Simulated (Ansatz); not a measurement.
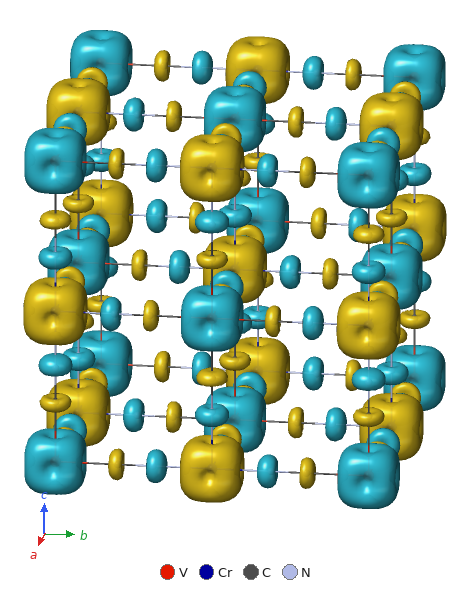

Figure 1: VCrC6N6. Isosurfaces of the spin density at +0.05 (yellow) and −0.05 e/Å³ (cyan), seen at an oblique angle. Sticks mark near contacts.

Space group Fm-3m; a structure generated by program, which may or may not match a known phase; spin-polarised.

The calculation used Ansatz 0.2.0, DFT PBE, scalar-relativistic, plane waves, PAW.

The density is the valence pseudo-density of a PAW calculation; it isn't the true density close to the nuclei.

**Which atoms carry the moments, and with what signs?**

The spin density sits on V: −1.1 μB (×4); Cr: +2.0 μB (×4) in one cell of 56 atoms: ferrimagnetic (opposed moments on unlike sites) in this solution. The cell of the calculation (14 atoms) carries 1.0 μB of net spin moment.
